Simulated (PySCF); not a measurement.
# C2H2F2, SMILES `FC(F)=C`: electronic structure

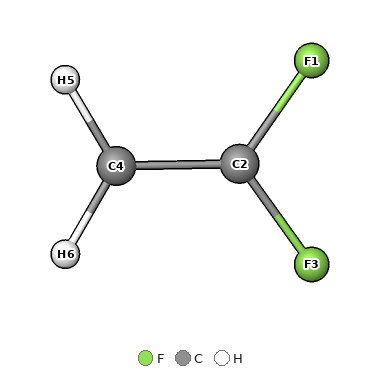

The molecule, with its atoms numbered as below. No frequency check shows the geometry to be a minimum.

Cartesian coordinates (Å):

```
F1      -0.6961   -1.0821    0.0000
C2       0.0699    0.0002    0.0000
F3      -0.6993    1.0804    0.0000
C4       1.3819    0.0014    0.0000
H5       1.9255   -0.9220    0.0000
H6       1.9227    0.9280    0.0000
```

### 1. Bonding charge

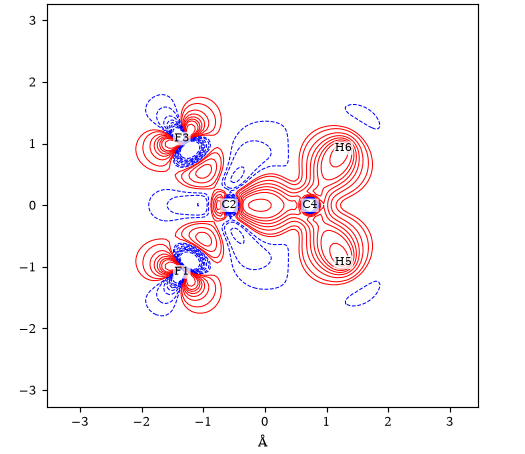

Deformation density (molecule less spherical, spin-averaged free atoms) in the molecular plane; contours at ±0.05 to ±0.8 e/Å³; solid red lines: gain, dashed blue lines: loss.

Level of theory: ωB97X/def2-TZVP (PySCF), at a geometry from GFN2-xTB.

**Describe the bonding that the map shows.**

C4–H5 and C4–H6: +0.77 e/Å³ at the bond critical point (bond length 1.07 Å, Mayer order 1.0). C2–C4: +0.75 e/Å³ at the bond critical point (bond length 1.31 Å, Mayer order 1.9). F1–C2 and C2–F3: +0.11 e/Å³ at the bond critical point (bond length 1.33 Å, Mayer order 1.1); up to 0.6 Å beside the axis the gain reaches +0.36 e/Å³. In all, 1.4 electrons gather in the regions of gain relative to the promolecule. A small or negative value marks a very polar bond, one between electron-rich atoms, whose free-atom densities already overlap strongly, a long bond to a heavier atom, or a closed-shell contact such as a hydrogen bond.

**Where do the Hirshfeld charges lie?**

The highest Hirshfeld charge is on C2 (+0.17 e), the lowest on C4 (−0.16 e).

### 2. Bond critical points

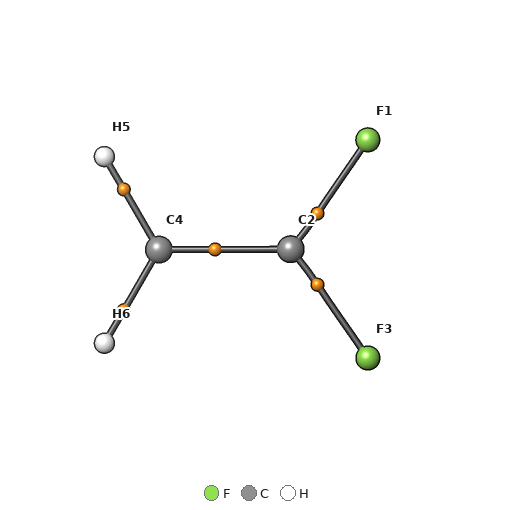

Molecular graph of the electron density (QTAIM): bond paths, bond critical points (orange), ring points (yellow, if any); weak paths are dashed.

**How many critical points of each kind are there, and does the count close?**

6 nuclei, 5 bond, 0 ring and 0 cage critical points: 6 − 5 + 0 − 0 = 1, as the Poincaré–Hopf relation requires.

**Give the properties at the bond critical points.**

```tsv
bond	length (Å)	ρ (a.u.)	∇²ρ (a.u.)	ε	H (a.u.)
C2–C4	1.312	0.360	−1.14	0.54	−0.487
C4–H5 (2 alike)	1.071	0.288	−1.03	0.02	−0.300
F1–C2 (2 alike)	1.326	0.285	−0.20	0.14	−0.450
```

**What kind of interaction is F1–C2?**

Shared-shell (covalent): ρ = 0.285, ∇²ρ = −0.20, H = −0.450 a.u.

### 3. Local ionisation energy

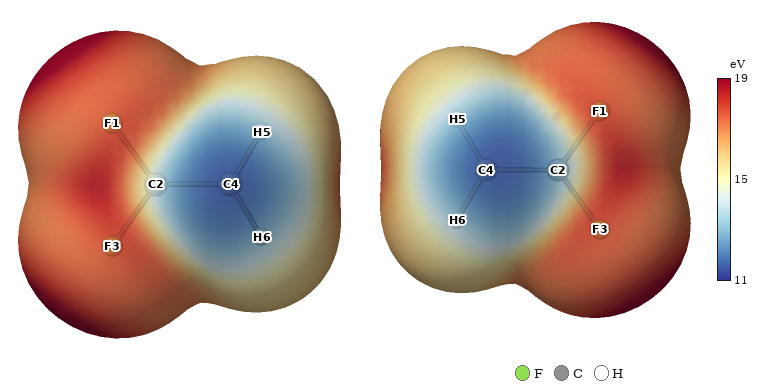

Average local ionisation energy on the surface of electron density 0.001 a.u. (back view left, front view right).

**Locate the minima of the map.**

The lowest value is 11.5 eV, off the molecular plane, over C4 (2.1 Å), and at like points elsewhere. Further minima include 17.0 eV, 1.7 Å from F1. For comparison, the highest occupied orbital lies at −10.3 eV.

### 4. In an electric field

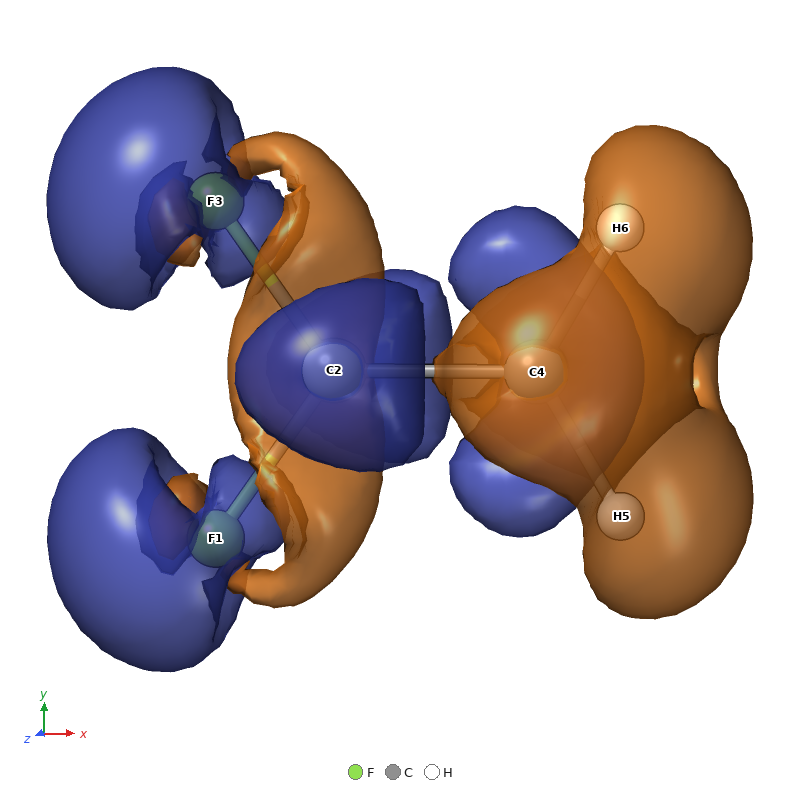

Change of the electron density in a uniform field of 0.21 V/Å, surfaces at ±0.0015 e/Å³ (orange: gain, blue: loss).

Level of theory: ωB97X/def2-TZVP (PySCF), at a geometry from GFN2-xTB. A basis without diffuse functions makes polarisabilities too small.

The field was applied in both directions; the picture shows the one opposite to the script's first.

**Along which Cartesian direction does the field point?**

Along −x: electrons gather on the +x side, against the field.

**What dipole is induced, and what polarisability does it imply?**

The induced dipole is 0.35 D (along the field); α along this axis, from the fields in both directions, is 34 bohr³ (5.1 Å³).

### 5. Removing or adding an electron

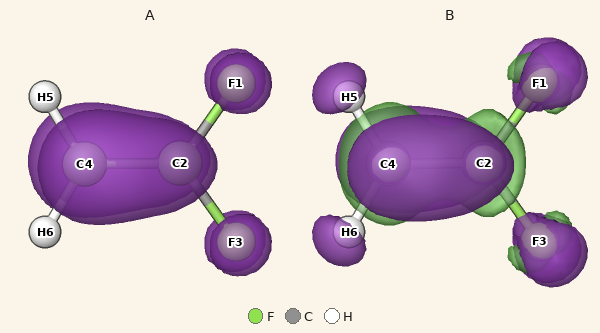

The Fukui function f⁻ from two separate SCF calculations and the density of the HOMO, at ±0.04 e/Å³ (purple positive, green negative).

PySCF calculation, ωB97X/def2-TZVP, gas phase; geometry: GFN2-xTB.

**Which panel is which, and how good is the frozen-orbital picture?**

B is f⁻ (it has negative regions), A the HOMO density. The HOMO lies on C4 (45 %), C2 (28 %) and F1 and F3 (10 % each); f⁻ (Hirshfeld-condensed) is largest on C4 (0.31) and C2 (0.21); the vertical ionisation energy is 10.48 eV (the stability of the cation's solution wasn't checked). Relaxation shifts 20 % of the electron between atoms. The orbital energy is −10.27 eV.

The PySCF runs shown took 6.7 s, 15 s and 16 s on 1 thread of AMD EPYC 7R43 64-Core Processor (Zen 3), with other jobs on the host.
